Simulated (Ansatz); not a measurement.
A series of calculations on HfNH$_{4}$SCl$_{2}$F

## 1. Relaxation

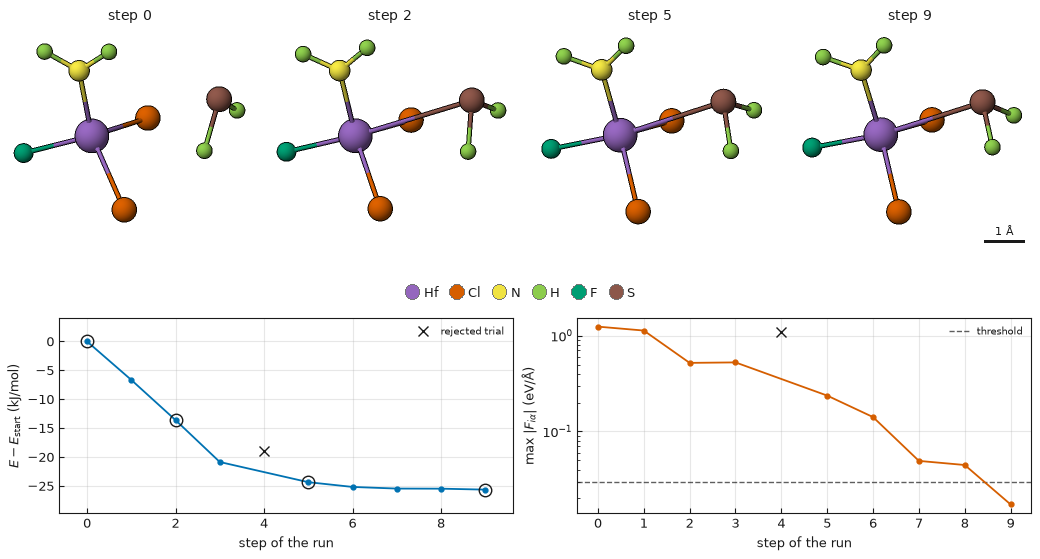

Frames of a relaxation of HfNH$_{4}$SCl$_{2}$F, marked on the history of the run. A ball-and-stick model, seen at a tilt.

The run prepares an end point of a later path (reaction) calculation, from a guessed geometry.

The calculation used Ansatz 0.2.0, RKS PBE0-D4/def2-SVP. Set-up: no spin polarisation; force threshold 0.03 eV/Å; at most 50 steps.

Question: Describe the path.

Answer: The atom that moves furthest after the best rigid fit is the S atom (0.53 Å). Largest moves by element: S 0.53 Å, H 0.26 Å, F 0.26 Å, Hf 0.25 Å, Cl 0.15 Å, N 0.11 Å. Some distances before and after: Hf–S 3.743 → 2.981 Å, Cl–Hf 2.482 → 2.387 Å, H–S 1.380 → 1.351 Å, Cl–Hf 2.364 → 2.386 Å. New bonds form, among them: Hf–S (3.74 → 2.98 Å). Among the angles between lasting bonds that change: Hf–N–H 121.4° → 129.9°, Hf–N–H 128.8° → 121.0°, F–Hf–Cl 110.2° → 103.4°. The energy falls by 25.6 kJ/mol in 8 accepted moves (9 points after the start). Largest force component: 1.2 eV/Å at the start, 0.017 eV/Å at the end. The line search rejected the trial step at point 4 of the run. The run took 30 s on 4 threads of Intel(R) Xeon(R) Platinum 8488C (Sapphire Rapids) (shared host), peak memory 0.39 GiB. From step 0 to 2: the S atom moves most (0.23 Å), energy −13.6 kJ/mol. From step 2 to 5: the S atom moves most (0.24 Å), energy −10.7 kJ/mol. From step 5 to 9: H atoms move most (0.14 Å), energy −1.29 kJ/mol.

Limits of the set-up: the start holds two separate molecules, 2.6 Å apart at their closest, whose relative position is a soft coordinate.

## 2. Relaxation

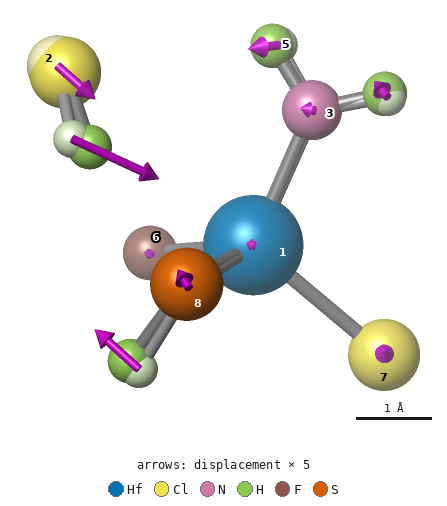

This is a relaxation of HfNH₄SCl₂F. The starting structure is drawn faded, the final one solid; purple arrows show the displacements, 5 times their true length. The two geometries are superimposed by the best rigid fit.

The picture is a ball-and-stick view, seen at a tilt.

The run prepares an end point of a later path (reaction) calculation, from a guessed geometry.

Method: RKS PBE0-D4/def2-SVP (Ansatz). Settings: no spin polarisation; force threshold 0.03 eV/Å; at most 50 steps.

> Atoms of which element are displaced furthest, and by how much?

Hydrogen: up to 0.27 Å, against 0.14 Å for chlorine.

> What did the optimiser do to the structure, and how much energy did it gain?

After 5 accepted moves (6 points after the start) the energy has fallen by 1.44 kcal/mol. The largest force component goes from 1 to 0.023 eV/Å. The line search rejected the trial step at point 3 of the run. An H atom moves most after the best rigid fit: 0.27 Å. Largest moves by element: H 0.27 Å, Cl 0.14 Å, S 0.07 Å, N 0.05 Å, Hf 0.03 Å, F 0.02 Å. Some distances before and after: H–Hf 3.384 → 3.110 Å, Cl–Hf 3.720 → 3.574 Å, Hf–S 2.531 → 2.481 Å, Cl–H 1.337 → 1.312 Å. The run took 21 s on 4 threads of Intel(R) Xeon(R) Platinum 8488C (Sapphire Rapids), with other jobs on the host, peak memory 0.39 GiB.

Limits of the set-up: the start holds two separate molecules, 2.6 Å apart at their closest, whose relative position is a soft coordinate.

## 3. Path

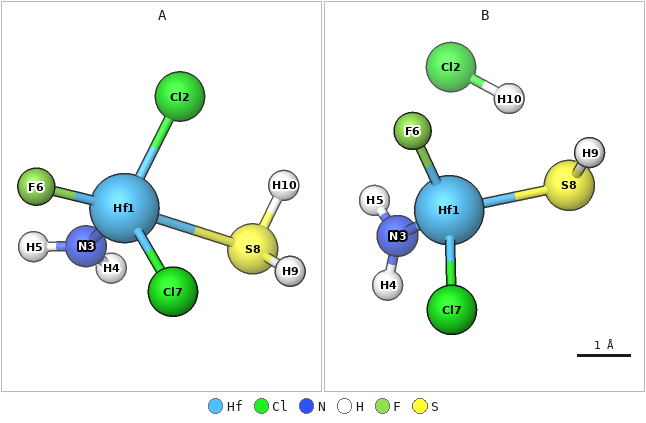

The two relaxed end points of a path for HfNH4SCl2F. The picture is a ball-and-stick view, seen from a free direction.

Method: Ansatz, RKS PBE0-D4/def2-SVP.

Settings: 7 movable images; climbing image; force threshold 0.05 eV/Å; iteration limit 60.

Start:
```xyz
10

Hf    0.0149   -0.0566    0.0436
Cl   -0.2522    0.2542    2.3955
N     1.9019    0.0541   -0.6465
H     2.6586   -0.6207   -0.5854
H     2.2241    0.8693   -1.1662
F    -0.5538    1.6060   -0.6766
Cl   -1.4078   -1.6412   -1.0318
S     1.2371   -2.5983    1.0085
H     0.1444   -3.3765    0.8575
H     1.0324   -2.4101    2.3302
```

End:
```xyz
10

Hf    0.0765   -0.8076   -0.4788
Cl    1.2954    0.2320    2.7155
N     1.8733    0.0373   -0.6760
H     2.5249   -0.0940   -1.4477
H     2.2552    0.7175   -0.0199
F    -1.2521    0.3256    0.2881
Cl   -0.5697   -1.5891   -2.6000
S     0.5061   -2.7498    1.0033
H    -0.8016   -2.9551    1.2926
H     1.0917   -1.0365    2.4518
```

Question: What barrier does the band find between them, and by what path?

Answer: Forward barrier 0.95 eV, backward barrier 0.03 eV, with image 7 at the top; the reaction energy is +0.92 eV. Breaking: Hf1–Cl2 (2.39 → 2.81 at the top → 3.57 Å), S8–H10 (1.35 → 1.84 at the top → 2.32 Å). Forming: Cl2–H10 (2.96 → 1.43 at the top → 1.31 Å). The band converged in 21 iterations. The largest component of the band force went from 6.7 to 0.033 eV/Å. The climbing image converged on the top of the path. Its vibrational analysis gives one imaginary mode (141i cm⁻¹), as a transition state must have.

Energies of the converged images:

```tsv
image	path (Å)	E (eV)
0	0.00	0.000
1	0.73	0.007
2	1.45	0.066
3	2.18	0.112
4	2.91	0.163
5	3.63	0.261
6	4.36	0.546
7	5.09	0.950
8	6.07	0.920
```

The geometry at the top of the path:

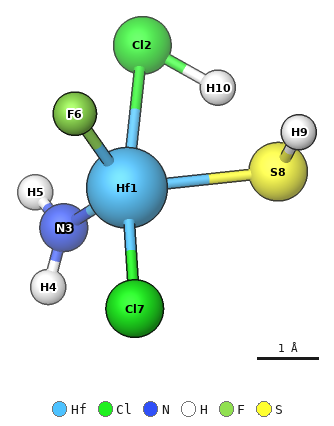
